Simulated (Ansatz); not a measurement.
```csv
atom,x (Å),y (Å),z (Å)
In,0.0005,0.0008,-0.0006
O,-0.0187,0.1568,2.0648
H,-0.6511,0.8408,2.3021
O,1.9995,-0.1080,-0.5322
H,2.5217,0.0937,0.2492
O,-1.0858,1.6223,-0.6945
H,-1.6772,1.3057,-1.3828
O,-0.8936,-1.6686,-0.8401
H,-0.1954,-2.2434,-1.1659
```

Geometry: PBE0-D4/def2-SVPD; core potentials replace the inner electrons of In.

The calculation used Ansatz 0.2.0, RKS PBE0-D4/def2-TZVPD.

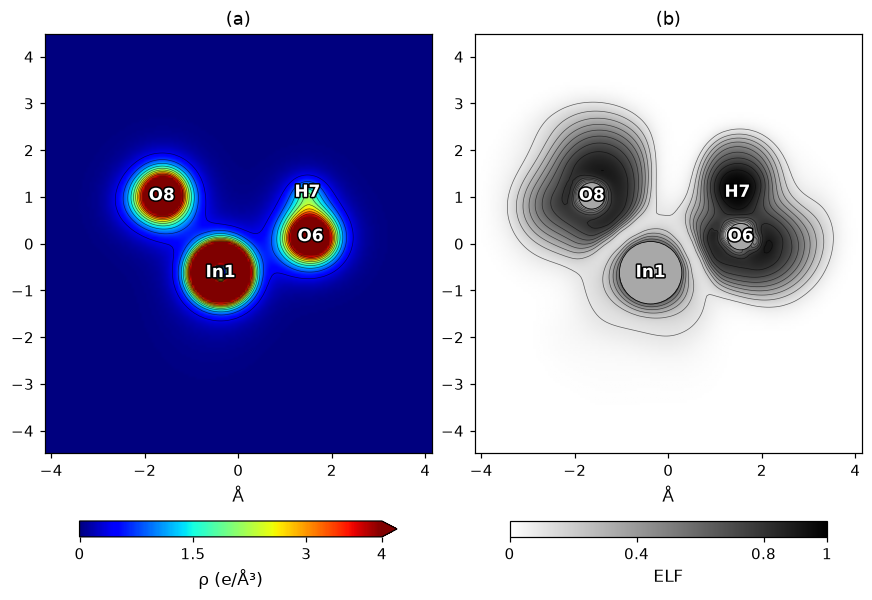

H4InO4 (charge −1). (a) electron density; (b) ELF on the plane of atoms O6, In1 and O8. Grey discs cover the atomic cores in the ELF map.

Q: Interpret the plot.

A: The plane passes through In, O and H nuclei. In–O (2.07 Å): ρ at the midpoint is about 0.65 e/Å³; the ELF peaks at about 0.85 in the valence shell of O, 0.6 Å from its nucleus, and drops to about 0.15 between the two atoms. O–H (0.96 Å): the density is about 3.7 e/Å³ at the midpoint; the ELF climbs to about 1 towards the hydrogen, as it does in any bond to H: an ordinary covalent bond to hydrogen. The ELF also peaks beside O6 and O8, away from the bonds: lone-pair regions.
